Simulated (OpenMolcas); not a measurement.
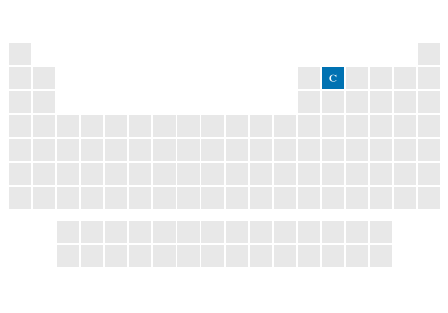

The place of carbon in the periodic table.

## Multiconfigurational calculation for C³⁺

System: C³⁺.
Method: state-averaged RASSCF, active space 1 electron in the shells 2s 2p 3d; RAS3 3d with at most 1 electron, basis ANO-L-VQZP, non-relativistic scalar Hamiltonian, spin-orbit coupling by RASSI with atomic mean-field integrals (OpenMolcas).

**Input**
```
&GATEWAY
Coord
1

C 0.0 0.0 0.0
Basis=ANO-L-VQZP
Group=XYZ
NoMove
AngMom=0.0 0.0 0.0
AMFI
&SEWARD
&RASSCF
FileOrb=start.orb
Symmetry=1
Spin=2
nActEl=1 0 0
Inactive=1 0
Ras2=1 3
CIRoot=1 1 1
SDav=1
CIMx=300
Iter=120 100
PrWF=0.3
OrbListing=Nothing
MaxOrb=0
Atom
>>> COPY $Project.JobIph JOBPRE
&RASSCF
FileOrb=start.orb
Symmetry=1
Spin=2
nActEl=2 0 1
Inactive=1 0
Ras2=1 3
Ras3=5 0
CIRoot=6 6 1
SDav=6
CIMx=300
Iter=94 100
PrWF=0.3
OrbListing=Nothing
MaxOrb=0
Thrs=2.0e-7 1.0e-1 5.0e-4
Atom
CIOnly
>>> COPY $Project.JobIph JOB001
```

The file start.orb holds starting orbitals from an earlier step.

Run as:
```bash
OMP_NUM_THREADS=1 MOLCAS_MEM=2252 MOLCAS_PROJECT=a pymolcas a.inp > a.log  # once for each step of the input, in one work folder
```

**The program's output (extracts)**
```
--- SEWARD ---
Basis set label: C.ANO-L...5S4P3D2F.

      Electronic valence basis set:
      ------------------
      Associated Effective Charge   6.000000 au
      Associated Actual Charge      6.000000 au
      Nuclear Model: Point charge

      Shell  nPrim  nBasis  Cartesian Spherical Contaminant
         s      14       5        X
         p       9       4        X
         d       4       3                 X
         f       3       2                 X
                  Atomic mean-field integrals
--- RASSCF ---

 Nr of active orbitals     NAC=   9
 Spin degeneracy         ISPIN=   2
 There can be no such wave function.
 ************************************************
--- Stop Module: rasscf at  /rc=_RC_INPUT_ERROR_ ---
.####################.
.# User input error #.
.####################.
```

**What the run reported**

| quantity | value |
| --- | --- |
| outcome | refused by the program |
| hardware | 1 CPU thread, shared host |

**Diagnosis**

This input holds a deliberate fault: wrong electron count. The program refused the input; the driver noted: RASSCF spin 2: _RC_INPUT_ERROR_.
